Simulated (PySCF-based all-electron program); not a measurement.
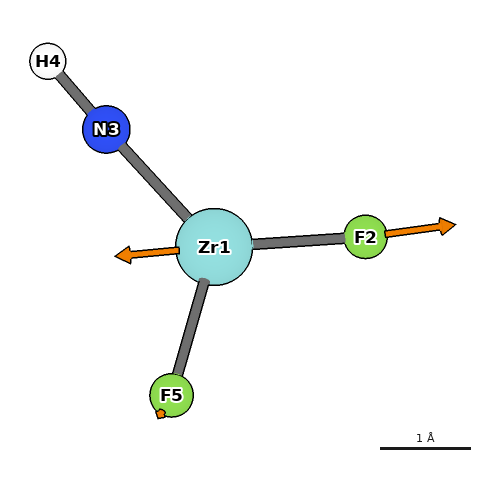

Arrows show the forces on the atoms, 0.1 Å of arrow for 1 eV/Å; forces under a tenth of the largest aren't drawn. The species is neutral and a spin singlet. Level of theory: PBE, all-electron, scalar-relativistic (Koelling-Harmon), large uncontracted Gaussian sets (PySCF-based all-electron program).

**On which atom is the force largest, and how large is it?**

On F2: 8.28 eV/Å.

**Which bond do the forces act along most?**

Zr1–F2, now 1.728 Å: the forces push its atoms apart, so a first step downhill lengthens it.

List the force components in the frame of the picture (x right, y up, z towards the viewer), in eV/Å.

```tsv
atom	Fx	Fy	Fz
Zr1	−7.37	−0.70	1.23
F2	8.04	1.10	−1.63
N3	−0.20	0.58	0.01
H4	0.07	−0.05	−0.13
F5	−0.55	−0.94	0.52
```
